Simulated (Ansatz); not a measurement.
Calculation: PBE (plane waves to 420 eV, PAW; Ansatz, a first-principles code).

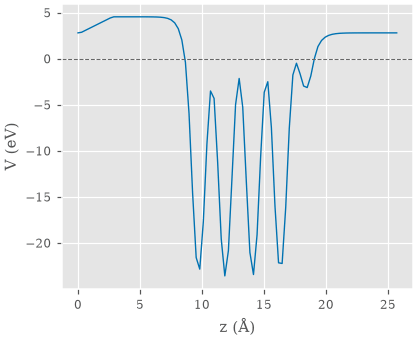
Figure. Electrostatic potential energy of an electron, averaged over planes parallel to the surface, in eV from the Fermi level, for Zr on the 1x1 (110) surface of bcc Mo, one in a 2x2 cell, started at the site 'bridge Mo-Mo (span 3.2 Å)'

Set-up: 17 atoms, 6.5 Å thick at the start under the adsorbate (thin: gaps and levels are the slab's own); mesh 6x6x1; 0.1 eV smearing; dipole correction on; 8 atoms held, the rest relaxed; held to the start's symmetry, so lower structures may exist; spin-polarised, no spin-orbit, no U, no dispersion correction. The starting moment vanished. At the end it is bonded to 4 Mo. In PBE it is, or lies within 0.03 eV of, the lowest of the starts that converged.

Problem. The surface cell has an area of 28.26 Å². What dipole along the normal does the step between the two vacuum levels imply?

Solution. the top vacuum level lies 1.74 eV below the bottom one; p = −ε₀ A ΔV (ε₀ = 0.005526 e/(V·Å)) gives 0.27 e·Å a cell.
